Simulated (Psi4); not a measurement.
# CF (SMILES [C]F) at UMP2/cc-pVTZ

What is the vertical doublet–quartet gap of CF at UMP2/cc-pVTZ? 

The results are computed with Psi4 1.11.

2 further runs of the same task are left out: 2 that didn't finish.

### Step 1. The structure to begin with

CF has 2 atoms, charge 0, and is taken as a doublet. SMILES: `[C]F`. The coordinates come from a PBE0-D4/def2-TZVP relaxation.

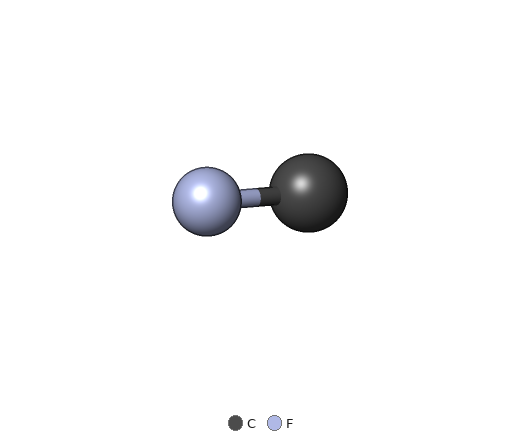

The structure, seen from a chosen angle (carbon dark grey, fluorine light blue).

### Step 2. A single-point energy at UMP2/cc-pVTZ

input.json reads:

```json
{
 "schema_name": "qcschema_input",
 "schema_version": 1,
 "molecule": {
  "schema_name": "qcschema_molecule",
  "schema_version": 2,
  "symbols": ["C", "F"],
  "geometry": [0.0, 0.0, 0.00582036, 0.0, 0.0, 2.40244662],
  "molecular_charge": 0,
  "molecular_multiplicity": 2,
  "fix_symmetry": "c1"
 },
 "driver": "energy",
 "model": {
  "method": "mp2",
  "basis": "cc-pVTZ"
 },
 "keywords": {
  "reference": "uhf",
  "puream": true,
  "e_convergence": 1e-09,
  "d_convergence": 1e-08,
  "scf_type": "pk",
  "num_frozen_docc": 2,
  "mp2_type": "conv",
  "maxiter": 100
 }
}
```

The run is started by

```sh
$ psi4 --qcschema input.json -n 1 --memory 2200MB
```

stdout, cut to the lines that bear on the results:

```text
[...]
  Running in c1 symmetry.
[...]
  Nuclear repulsion =   22.531673336500951
[...]
  Multiplicity = 2
[...]
  Nalpha       = 8
  Nbeta        = 7
[...]
    Number of basis functions: 60
[...]
   @UHF iter   1:  -137.19863541453779   -7.00365e-01   3.58560e-03 DIIS/ADIIS
[...]
   @UHF iter  13:  -137.22504320252906   -1.19371e-12   4.63974e-09 DIIS
[...]
   @S^2 Observed:                7.618953096E-01
[...]
    Orbital Energies [Eh]
    ---------------------
    Alpha Occupied:
       1A    -26.392004     2A    -11.381459     3A     -1.730048
       4A     -0.943861     5A     -0.803576     6A     -0.747546
       7A     -0.599251     8A     -0.396258
    Alpha Virtual:
       9A      0.072592    10A      0.264550    11A      0.406030
      12A      0.456880    13A      0.461415    14A      0.618194
      15A      0.811930    16A      0.813413    17A      0.824935
      18A      0.936608    19A      0.955713    20A      1.028154
      21A      1.033093    22A      1.341449    23A      1.725530
      24A      2.161843    25A      2.161949    26A      2.202207
[...]
  @UHF Final Energy:  -137.22504320252906
   => Energetics <=
    Nuclear Repulsion Energy =             22.5316733365009512
    One-Electron Energy =                -234.1610117822713732
    Two-Electron Energy =                  74.4042952432413500
    Total Energy =                       -137.2250432025290934
  UHF NO Occupations:
  HONO-2 :    6  A 1.9992993
  HONO-1 :    7  A 1.9949209
[...]
 Multipole Moments:
 ------------------------------------------------------------------------------------
     Multipole            Electronic (a.u.)      Nuclear  (a.u.)        Total (a.u.)
 ------------------------------------------------------------------------------------
 L = 1.  Multiply by 2.5417464519 to convert [e a0] to [Debye]
 Dipole X            :         -0.0000000            0.0000000           -0.0000000
 Dipole Y            :          0.0000000            0.0000000            0.0000000
 Dipole Z            :          0.6403753           -0.4631463            0.1772290
 Magnitude           :                                                    0.1772290
[...]
	SCS-MP2 Total Energy (a.u.)        :  -137.57046447751549
	SOS-MP2 Total Energy (a.u.)        :  -137.54082130048235
	SCSN-MP2 Total Energy (a.u.)       :  -137.38155917726405
[...]
	SOS-PI-MP2 Total Energy (a.u.)     :  -137.59345098347455
[...]
	MP2 Total Energy (a.u.)            :  -137.57712114858955
[...]
```

The result, in JSON:

```text
{
 "driver": "energy",
 "model": {
  "method": "mp2",
  "basis": "cc-pVTZ"
 },
 "success": true,
 "return_result": -137.57712114858955,
 "properties": {
  "calcinfo_nbasis": 60,
  "calcinfo_nmo": 60,
  "calcinfo_nalpha": 8,
  "calcinfo_nbeta": 7,
  "calcinfo_natom": 2,
  "nuclear_repulsion_energy": 22.53167333650095,
  "return_energy": -137.57712114858955,
  "scf_one_electron_energy": -234.16101178227137,
  "scf_two_electron_energy": 74.40429524324135,
  "scf_dipole_moment": [-1.2690573322183104e-15, 4.838417780238696e-15, 0.17722896754942574],
  "scf_total_energy": -137.22504320252906,
  "scf_iterations": 13,
  "mp2_same_spin_correlation_energy": -0.08892953109942717,
  "mp2_opposite_spin_correlation_energy": -0.26314841496106123,
  "mp2_singles_energy": 0.0,
  "mp2_doubles_energy": -0.3520779460604884,
  "mp2_correlation_energy": -0.3520779460604899,
  "mp2_total_energy": -137.57712114858955
 }
}
```

Wall time 11 s (1 thread of Intel Xeon at 2.50GHz (Skylake/Cascade Lake), shared host); peak memory 0.26 GiB.

### Step 3. The quartet, same level

job.inp reads:

```
memory 2200 MB

molecule {
  0 4
  C      0.000000     0.000000     0.003080
  F      0.000000     0.000000     1.271320
  symmetry c1
}

set globals {
  reference       uhf
  puream          true
  e_convergence   1e-09
  d_convergence   1e-08
  scf_type        pk
  num_frozen_docc 2
  mp2_type        conv
  maxiter         100
}

e_tot = energy("mp2/cc-pVTZ")
```

The run is started by

```sh
$ psi4 job.inp job.out -n 1
```

job.out, cut to the lines that bear on the results:

```text
[...]
  Running in c1 symmetry.
[...]
  Nuclear repulsion =   22.531673323803066
[...]
  Multiplicity = 4
[...]
  Nalpha       = 9
  Nbeta        = 6
[...]
    Number of basis functions: 60
[...]
   @UHF iter   1:  -137.09300837803985   -5.94738e-01   4.22364e-03 DIIS/ADIIS
[...]
   @UHF iter  12:  -137.14089122272895   -1.47793e-12   6.05642e-09 DIIS
[...]
   @S^2 Observed:                3.755958545E+00
[...]
  @UHF Final Energy:  -137.14089122272895
   => Energetics <=
    Nuclear Repulsion Energy =             22.5316733238030658
    One-Electron Energy =                -234.3944658565048655
    Two-Electron Energy =                  74.7219013099728357
    Total Energy =                       -137.1408912227289534
  UHF NO Occupations:
  HONO-2 :    7  A 1.0000000
  HONO-1 :    8  A 1.0000000
[...]
 Multipole Moments:
 ------------------------------------------------------------------------------------
     Multipole            Electronic (a.u.)      Nuclear  (a.u.)        Total (a.u.)
 ------------------------------------------------------------------------------------
 L = 1.  Multiply by 2.5417464519 to convert [e a0] to [Debye]
 Dipole X            :          0.0000000            0.0000000            0.0000000
 Dipole Y            :         -0.0000000            0.0000000           -0.0000000
 Dipole Z            :          0.1013639           -0.4631463           -0.3617824
 Magnitude           :                                                    0.3617824
[...]
	SCS-MP2 Total Energy (a.u.)        :  -137.43546302685542
	SOS-MP2 Total Energy (a.u.)        :  -137.40431203758558
	SCSN-MP2 Total Energy (a.u.)       :  -137.30536844607363
[...]
	SOS-PI-MP2 Total Energy (a.u.)     :  -137.44821550672833
[...]
	MP2 Total Energy (a.u.)            :  -137.45386153625228
[...]
```

Wall time 9.9 s (1 thread of Intel Xeon at 2.50GHz (Skylake/Cascade Lake), shared host); peak memory 0.26 GiB.

### Step 4. Summary of results

Level: UMP2/cc-pVTZ, 2 core orbitals frozen.

| quantity | value |
| --- | --- |
| doublet: total energy | -137.57712 Eh |
| doublet: HOMO energy (Hartree–Fock orbitals) (highest over α and β) | -10.78 eV |
| doublet: LUMO energy (Hartree–Fock orbitals) (lowest over α and β) | 1.98 eV |
| doublet: correlation energy (2 core orbitals frozen) | -352.1 mEh |
| doublet: ⟨S²⟩ of the reference determinant | 0.762 |
| quartet: total energy | -137.45386 Eh |
| quartet: HOMO energy (Hartree–Fock orbitals) (highest over α and β) | -11.51 eV |
| quartet: LUMO energy (Hartree–Fock orbitals) (lowest over α and β) | 0.10 eV |
| quartet: correlation energy (2 core orbitals frozen) | -313.0 mEh |
| quartet: ⟨S²⟩ of the reference determinant | 3.756 |
| vertical energy of the quartet above the doublet | 3.354 eV |

At this shape the quartet lies 3.35 eV (324 kJ/mol) above the doublet.
